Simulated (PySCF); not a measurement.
SiH₄O₄: NMR shielding calculation

System: SiH₄O₄, SMILES O[Si](O)(O)O.
Method: GIAO PBE0/pcSseg-1 NMR shielding, non-relativistic, gas phase (PySCF 2.14.0).

The geometry comes from this level: GFN2-xTB, MD frame at 8100 fs, 450 K. Figures and captions count atoms from 1; the log counts them from 0 in places.

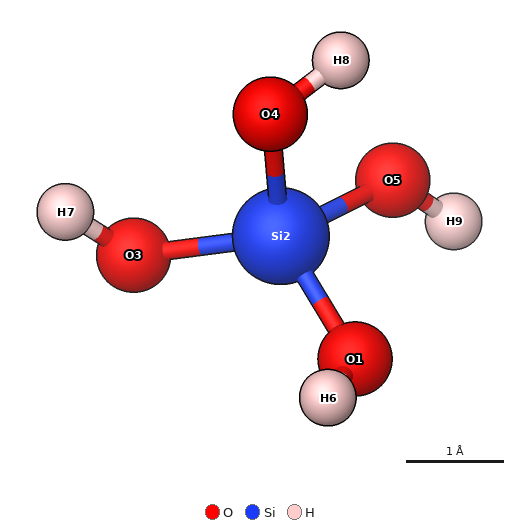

*The structure (ball-and-stick view, seen at a tilt; atoms are numbered from 1 in the order of the input).*

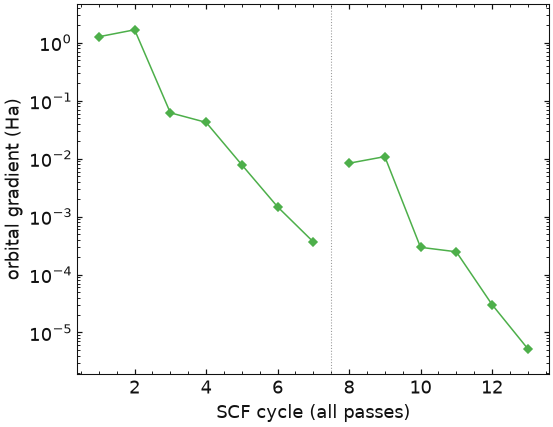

*Convergence of the self-consistent field: orbital gradient against the SCF cycle. The dotted line marks the change from a coarse to the final integration grid.*

The first 7 cycles use a coarse grid, the final grid takes over at cycle 8, and the field converges after 13 cycles in all.

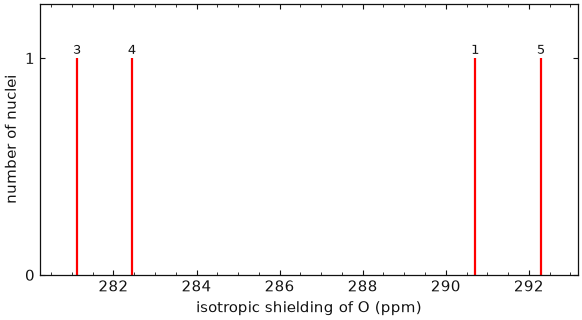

*Isotropic shieldings of the oxygen nuclei in this fixed geometry, labelled by atom number; shielding grows to the right, so chemical shift grows to the left.*

The least shielded is O3 (281.1 ppm), the most shielded O5 (292.3 ppm).

The input that produced these results follows, with the program's output.

The input
```
{"job": {"kind": "nmr", "xc": "PBE0", "basis": "pcSseg-1", "pop": false}, "charge": 0, "multiplicity": 1}
O      5.621527     1.641322    -1.816390
Si     4.399344     0.853659    -2.313716
O      3.400911     0.147713    -1.145707
O      3.423946     1.464644    -3.471689
O      5.255670    -0.199157    -3.225260
H      5.435943     2.491957    -1.500223
H      2.480275     0.439982    -1.202703
H      3.777492     1.120345    -4.280497
H      6.122810    -0.597627    -3.121437
```

The first line tells a small driver script what to run in PySCF; the rest is the geometry in Å.

Command:
```bash
OMP_NUM_THREADS=1 python <driver script> task.json out
```

Log
```
coarse grid: 8448 points
cycle   1  E = -592.1420774001  dE =  9.480e-01  |g| = 1.275e+00  |ddm| = 2.802e+00
cycle   2  E = -591.9378945435  dE =  2.042e-01  |g| = 1.679e+00  |ddm| = 1.561e+00
cycle   3  E = -592.4173800546  dE = -4.795e-01  |g| = 6.193e-02  |ddm| = 9.411e-01
cycle   4  E = -592.4177748546  dE = -3.948e-04  |g| = 4.234e-02  |ddm| = 5.731e-02
cycle   5  E = -592.4180697083  dE = -2.949e-04  |g| = 7.827e-03  |ddm| = 2.576e-02
cycle   6  E = -592.4180801171  dE = -1.041e-05  |g| = 1.476e-03  |ddm| = 5.738e-03
cycle   7  E = -592.4180804837  dE = -3.666e-07  |g| = 3.661e-04  |ddm| = 1.308e-03
final grid: 78248 points
cycle   8  E = -592.4862759451  dE = -2.097e-05  |g| = 8.352e-03  |ddm| = 1.206e-02
cycle   9  E = -592.4862679883  dE =  7.957e-06  |g| = 1.086e-02  |ddm| = 9.636e-03
cycle  10  E = -592.4862868087  dE = -1.882e-05  |g| = 2.952e-04  |ddm| = 5.490e-03
cycle  11  E = -592.4862868141  dE = -5.316e-09  |g| = 2.473e-04  |ddm| = 2.891e-04
cycle  12  E = -592.4862868243  dE = -1.023e-08  |g| = 3.036e-05  |ddm| = 1.416e-04
cycle  13  E = -592.4862868244  dE = -1.503e-10  |g| = 5.246e-06  |ddm| = 2.507e-05
converged SCF energy = -592.4862868244

GIAO shielding tensors (ppm)
atom      isotropic    diamagn.    paramagn.     s11        s22        s33       span
  0 O      290.706     383.181     -92.474    260.522    285.954    325.642     65.120
  1 Si     415.468     875.687    -460.219    382.088    422.903    441.414     59.326
  2 O      281.122     396.597    -115.475    255.507    262.431    325.427     69.920
  3 O      282.443     388.533    -106.090    249.640    267.248    330.443     80.804
  4 O      292.288     383.415     -91.126    262.792    279.999    334.074     71.282
  5 H       31.152      32.026      -0.874     22.677     24.593     46.187     23.510
  6 H       29.286      37.750      -8.465     21.388     24.675     41.794     20.406
  7 H       29.757      26.253       3.504     20.423     26.899     41.948     21.525
  8 H       29.234      28.193       1.041     21.552     22.654     43.496     21.944
```

Results in brief

| quantity | value |
| --- | --- |
| outcome | converged |
| total energy | −592.486287 hartree |
| HOMO | −8.63 eV |
| LUMO | 0.43 eV |
| dipole moment | 1.57 D |
| isotropic shielding, O | 281.1 to 292.3 ppm |
| isotropic shielding, Si | 415.5 ppm |
| isotropic shielding, H | 29.2 to 31.2 ppm |
| hardware | 1 CPU thread, shared host |
| wall time | 6.2 s |
| peak memory | 0.52 GiB |
